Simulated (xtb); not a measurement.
CSSe: geometry relaxation (part 1 of 2)

The run: geometry relaxation of CSSe, SMILES S=C=[Se]. Method and program: GFN2-xTB (xtb 6.7.1 later snapshot).

The geometry comes from this level: GFN2-xTB.

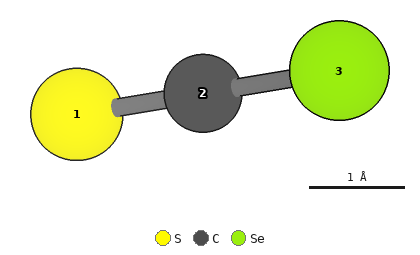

Figure 1. The starting structure (ball-and-stick view, seen at a tilt; atoms are numbered from 1 in the order of the input). Bond lengths as drawn: C–S 1.55 Å and C–Se 1.68 Å.

Summary

```tsv
quantity	value
outcome	converged
electrons treated	16
total energy	−8.537645 hartree
dispersion energy	−0.002057 hartree
basis functions	24
HOMO	−11.10 eV
LUMO	−8.16 eV
dipole moment	0.39 D
hardware	1 thread of Arm Neoverse N1, 24 GiB of memory available, shared host
peak memory	0.077 GiB
```

The input (start.xyz)
```
3
CSSe
S      1.141300    -0.993040     0.506060
C      0.030030    -0.026130     0.013330
Se    -1.171330     1.019170    -0.519390
```

Command:
```bash
xtb start.xyz --opt vtight --chrg 0 -u 0 > out.txt
```

What the program printed
```
* xtb version 6.7.1
   ID    Z sym.   atoms
    1   16 S      1
    2    6 C      2
    3   34 Se     3

           -------------------------------------------------
          |                Calculation Setup                |
           -------------------------------------------------

          program call               : xtb start.xyz --opt vtight --chrg 0 -u 0
          coordinate file            : start.xyz
          omp threads                :                     1

           -------------------------------------------------
          |                 G F N 2 - x T B                 |
           -------------------------------------------------

      * Hamiltonian:
        H0-scaling (s, p, d)           1.850000    2.230000    2.230000
        zeta-weighting                 0.500000
      * Dispersion:
        s8                             2.700000
        a1                             0.520000
        a2                             5.000000
        s9                             5.000000
      * Repulsion:
        kExp                           1.500000    1.000000
        rExp                           1.000000
      * Coulomb:
        alpha                          2.000000
        third order                    shell-resolved
        anisotropic                    true
        a3                             3.000000
        a5                             4.000000
        cn-shift                       1.200000
        cn-exp                         4.000000
        max-rad                        5.000000

          ...................................................
          :                      SETUP                      :
          :.................................................:
          :  # basis functions                  24          :
          :  # atomic orbitals                  22          :
          :  # shells                            8          :
          :  # electrons                        16          :
          :  max. iterations                   250          :
          :  Hamiltonian                  GFN2-xTB          :
          :  restarted?                      false          :
          :  GBSA solvation                  false          :
          :  PC potential                    false          :
          :  electronic temp.          300.0000000     K    :
          :  accuracy                    1.0000000          :
          :  -> integral cutoff          0.2500000E+02      :
          :  -> integral neglect         0.1000000E-07      :
          :  -> SCF convergence          0.1000000E-05 Eh   :
          :  -> wf. convergence          0.1000000E-03 e    :
          :  Broyden damping             0.4000000          :
          :  net charge                          0          :
          :  unpaired electrons                  0          :
          ...................................................

 iter      E             dE          RMSdq      gap      omega  full diag
   1     -8.5734612 -0.857346E+01  0.635E+00    3.41       0.0  T
   2     -8.5717064  0.175478E-02  0.393E+00    2.59       1.0  T
   3     -8.6079580 -0.362516E-01  0.267E+00    3.12       1.0  T
   4     -8.6149107 -0.695278E-02  0.308E-01    2.91       1.0  T
   5     -8.6151559 -0.245160E-03  0.198E-01    2.94       1.0  T
   6     -8.6151533  0.263395E-05  0.104E-01    2.94       1.0  T
   7     -8.6151720 -0.186962E-04  0.204E-02    2.94       2.8  T
   8     -8.6151719  0.116928E-06  0.107E-02    2.94       5.4  T
   9     -8.6151720 -0.151296E-06  0.781E-03    2.94       7.4  T
  10     -8.6151721 -0.893376E-07  0.279E-04    2.94     207.2  T
  11     -8.6151721 -0.644516E-10  0.910E-05    2.94     634.1  T

   *** convergence criteria satisfied after 11 iterations ***

         #    Occupation            Energy/Eh            Energy/eV
      -------------------------------------------------------------
         1        2.0000           -0.7710725             -20.9820
         2        2.0000           -0.7461297             -20.3032
         3        2.0000           -0.5793971             -15.7662
         4        2.0000           -0.5001575             -13.6100
         5        2.0000           -0.4889614             -13.3053
         6        2.0000           -0.4889614             -13.3053
         7        2.0000           -0.4077490             -11.0954
         8        2.0000           -0.4077490             -11.0954 (HOMO)
         9                         -0.2998398              -8.1591 (LUMO)
        10                         -0.2998398              -8.1591
        11                         -0.1951986              -5.3116
        12                         -0.1028186              -2.7978
        13                         -0.0282400              -0.7684
       ...                                ...                  ...
        22                          0.9643751              26.2420
      -------------------------------------------------------------
                  HL-Gap            0.1079092 Eh            2.9364 eV
             Fermi-level           -0.3537944 Eh           -9.6272 eV

 SCC (total)                   0 d,  0 h,  0 min,  0.004 sec
 SCC setup                      ...        0 min,  0.000 sec (  2.195%)
 Dispersion                     ...        0 min,  0.000 sec (  0.616%)
 classical contributions        ...        0 min,  0.000 sec (  0.139%)
 integral evaluation            ...        0 min,  0.001 sec ( 15.976%)
 iterations                     ...        0 min,  0.002 sec ( 56.171%)
 molecular gradient             ...        0 min,  0.001 sec ( 20.540%)
 printout                       ...        0 min,  0.000 sec (  3.908%)

         :::::::::::::::::::::::::::::::::::::::::::::::::::::
         ::                     SUMMARY                     ::
         :::::::::::::::::::::::::::::::::::::::::::::::::::::
         :: total energy              -8.537644673771 Eh    ::
         :: gradient norm              0.000231847848 Eh/a0 ::
         :: HOMO-LUMO gap              2.936357514278 eV    ::
         ::.................................................::
         :: SCC energy                -8.615172119706 Eh    ::
         :: -> isotropic ES            0.001212768969 Eh    ::
         :: -> anisotropic ES          0.000182217349 Eh    ::
         :: -> anisotropic XC          0.001314132880 Eh    ::
         :: -> dispersion             -0.002056712766 Eh    ::
         :: repulsion energy           0.077527445935 Eh    ::
         :: add. restraining           0.000000000000 Eh    ::
         :: total charge               0.000000000000 e     ::
         :::::::::::::::::::::::::::::::::::::::::::::::::::::

      -----------------------------------------------------------
     |                   =====================                   |
     |                        A N C O P T                        |
     |                   =====================                   |
     |               Approximate Normal Coordinate               |
     |                Rational Function Optimizer                |
      -----------------------------------------------------------

          ...................................................
          :                      SETUP                      :
          :.................................................:
          :   optimization level         verytight          :
          :   max. optcycles                   200          :
          :   ANC micro-cycles                  20          :
          :   degrees of freedom                 4          :
          :.................................................:
          :   RF solver                   davidson          :
          :   write xtbopt.log                true          :
          :   linear (good luck)              true          :
          :   energy convergence         0.1000000E-06 Eh   :
          :   grad. convergence          0.2000000E-03 Eh/α :
          :   maximum RF displ.          1.0000000          :
          :   Hlow (freq-cutoff)         0.1000000E-01      :
          :   Hmax (freq-cutoff)         5.0000000          :
          :   S6 in model hess.         20.0000000          :
          ...................................................

generating ANC from exact Hessian ...
Using Lindh-Hessian (1995)
 Shifting diagonal of input Hessian by    9.8418508472288991E-003
 Lowest  eigenvalues of input Hessian
    0.000000    0.000000    0.000000    0.000000    0.000000    0.010000
    0.300421    0.715880    2.333476
 Highest eigenvalues
    0.000000    0.000000    0.010000    0.300421    0.715880    2.333476

........................................................................
.............................. CYCLE    1 ..............................
........................................................................

 iter      E             dE          RMSdq      gap      omega  full diag
   1     -8.6151721 -0.861517E+01  0.263E-05    2.94       0.0  T
   2     -8.6151721  0.456524E-12  0.254E-05    2.94    2273.0  T
   3     -8.6151721 -0.168754E-11  0.659E-06    2.94    8761.9  T
     SCC iter.                  ...        0 min,  0.001 sec
     gradient                   ...        0 min,  0.001 sec
 * total energy  :    -8.5376447 Eh     change       -0.7338130E-11 Eh
   gradient norm :     0.0002324 Eh/α   predicted     0.0000000E+00 (-100.00%)
   displ. norm   :     0.0003193 α      lambda       -0.4054998E-07
   maximum displ.:     0.0002965 α      in ANC's #3, #4, #2, ...

........................................................................
.............................. CYCLE    2 ..............................
........................................................................

 iter      E             dE          RMSdq      gap      omega  full diag
   1     -8.6152183 -0.861522E+01  0.441E-03    2.94       0.0  T
   2     -8.6152183 -0.825584E-08  0.292E-03    2.94      19.8  T
   3     -8.6152183 -0.582514E-08  0.107E-03    2.94      53.8  T
   4     -8.6152183  0.655405E-09  0.667E-04    2.94      86.5  T
   5     -8.6152183 -0.723798E-09  0.331E-04    2.94     174.2  T
     SCC iter.                  ...        0 min,  0.001 sec
     gradient                   ...        0 min,  0.001 sec
 * total energy  :    -8.5376447 Eh     change       -0.2970279E-07 Eh
   gradient norm :     0.0000191 Eh/α   predicted    -0.2126857E-07 ( -28.40%)
   displ. norm   :     0.0000348 α      lambda        0.3181575E-09
   maximum displ.:     0.0000343 α      in ANC's #3, #2, #4, ...

   *** GEOMETRY OPTIMIZATION CONVERGED AFTER 2 ITERATIONS ***

------------------------------------------------------------------------
 total energy gain   :        -0.0000000 Eh       -0.0000 kcal/mol
 total RMSD          :         0.0001844 a0        0.0001 Å
 total power (kW/mol):        -0.0000390 (step)   -0.0170 (real)
```
